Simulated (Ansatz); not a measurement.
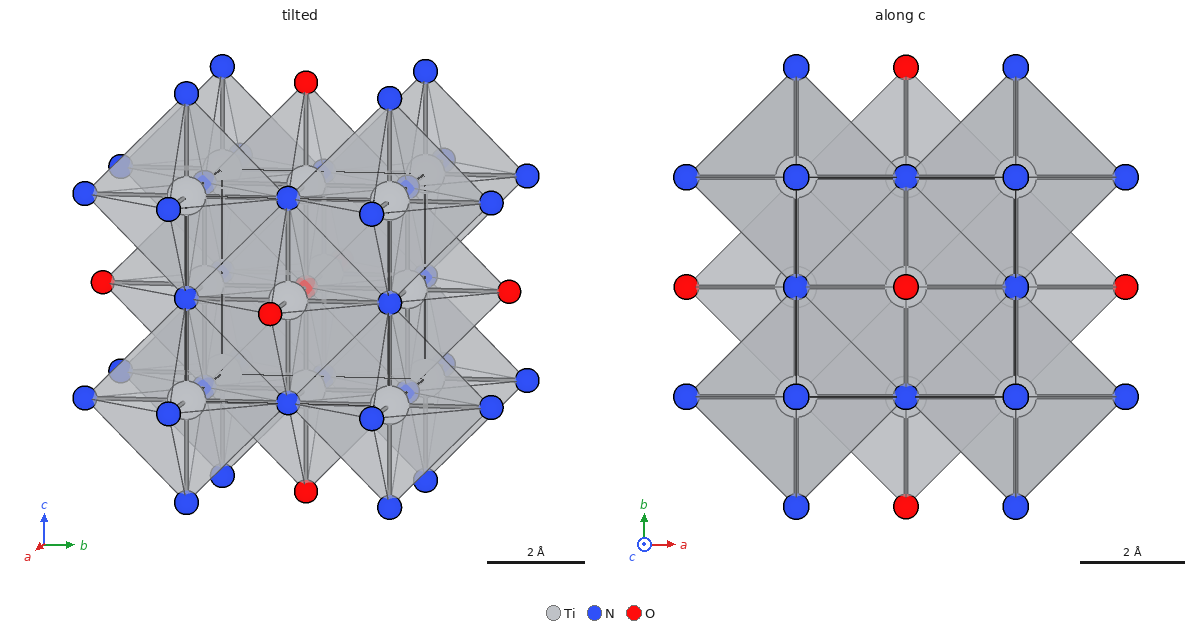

An orthographic polyhedral view of the structure, slightly off an axis and along the c axis. The parallelepiped is the conventional unit cell. Some atoms of the next cells are drawn as well.

Ti4N3O, space group Pm-3m (No. 221), a = 4.255 Å, b = 4.255 Å, c = 4.255 Å, α = 90.00°, β = 90.00°, γ = 90.00°. It goes back to a structure type filled with these elements by a generator (whether the compound takes this form wasn't checked). Earlier steps of the study, as a rule a relaxation of our own, may have changed the cell and positions, so they can lie some per cent off the listed ones. Ansatz was used for an electronic-structure calculation on it.

This one geometry was computed with Ansatz (DFT, plane waves, PAW) at three levels of theory: PBE+U (U_eff = 4.00 eV on Ti d), PBE and r2SCAN.

Which level gives the highest pressure at this volume, and what does that say about its equilibrium volume?

Highest: PBE+U (U_eff = 4.00 eV on Ti d) (6.1 GPa), which points to the largest equilibrium volume. Lowest, with the smallest volume: r2SCAN (-3.2 GPa). Levels within 0.5 GPa of each other can't be told apart.

How does the band gap change with the level of theory?

All levels give a metal.

Collect the results in a table.

| level | cutoff (eV) | k-mesh of the run's cell | gap (eV) | pressure (GPa) |
| --- | --- | --- | --- | --- |
| PBE+U (U_eff = 4.00 eV on Ti d) | 420 | 10×10×10 | metal | 6.1 |
| PBE | 420 | 10×10×10 | metal | 0.0 |
| r2SCAN | 500 | 10×10×10 | metal | -3.2 |

Gaps are taken on the k-mesh or band path of each run.
